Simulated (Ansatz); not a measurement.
The starting structures come from a database of crystals and need not be the phases stable at ambient conditions.

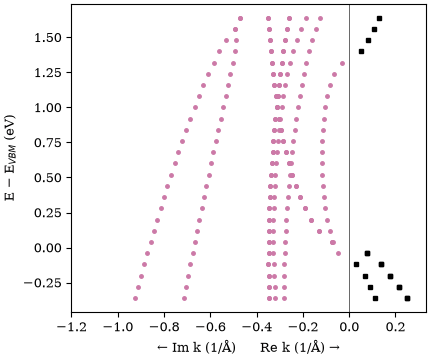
Fig. 1. Complex bands at the centre of the two-dimensional zone; r2SCAN in Ansatz (an electronic-structure program)

No gap correction and no spin-orbit coupling; mid-gap values are interpolated between computed energies.

**Question.** This is Cd(InTe₂)₂ (I-4, not sure to be the ambient phase, 7 atoms a cell, 36.4 Å³ an atom) along the normal of (001). Read off the slowest decay at the centre of the two-dimensional zone at 0.68 eV, the computed energy nearest the middle of the gap.

**Answer.** κ ≈ 0.12 1/Å, a decay length 1/(2κ) of the density of 4.2 Å.
